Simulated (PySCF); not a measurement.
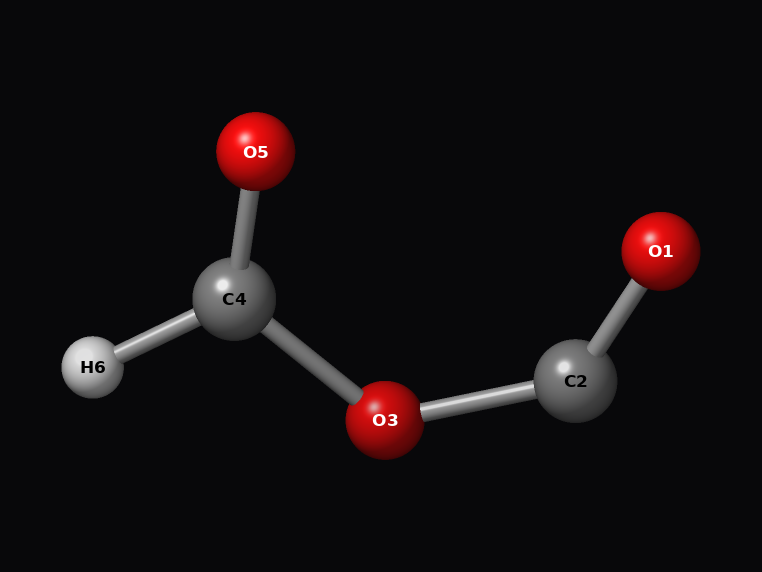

Charge 0, doublet. The geometry was computed by an optimisation with GFN2-xTB. No frequency run is at hand to confirm it as a minimum. Properties computed with UKS B3LYP, pcH-1 on C H O, non-relativistic (PySCF 2.14.0).

Give the isotropic hyperfine couplings (Fermi-contact term alone) of O1, C2, O3, C4, O5, H6.

| atom | isotope | a_iso (MHz) |
| --- | --- | --- |
| O1 | 17O | −46.3 |
| C2 | 13C | 644.1 |
| O3 | 17O | −214.8 |
| C4 | 13C | 29.6 |
| O5 | 17O | −3.6 |
| H6 | 1H | 40.6 |
